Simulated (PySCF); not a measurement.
SMILES C(=C)/C=C\O[SiH3] (C4H8OSi) at its GFN2-xTB optimised geometry (Å):

```
14

C      2.0338     1.6850     0.1049
C      1.1161     0.7224     0.0800
C      1.4422    -0.6807     0.0334
C      0.5922    -1.7129     0.0000
O     -0.7440    -1.7129     0.0000
Si    -2.0171    -0.7058     0.0000
H      1.7662     2.7266     0.1401
H      3.0876     1.4593     0.0907
H      0.0670     0.9828     0.0953
H      2.4958    -0.9221     0.0247
H      0.9815    -2.7266    -0.0319
H     -2.0075     0.1592    -1.1817
H     -3.0876    -1.6912    -0.0356
H     -2.0471     0.1109     1.2154
```

Level of theory: PBE/def2-TZVP (PySCF).

Map of the electrostatic potential (hartree/e), clipped to [-0.08, 0.12] on the plane z = 1.5 Å:

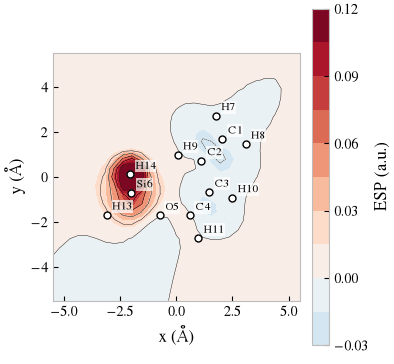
Electrostatic potential (hartree/e), clipped to [-0.08, 0.12] on the plane z = 1.5 Å.
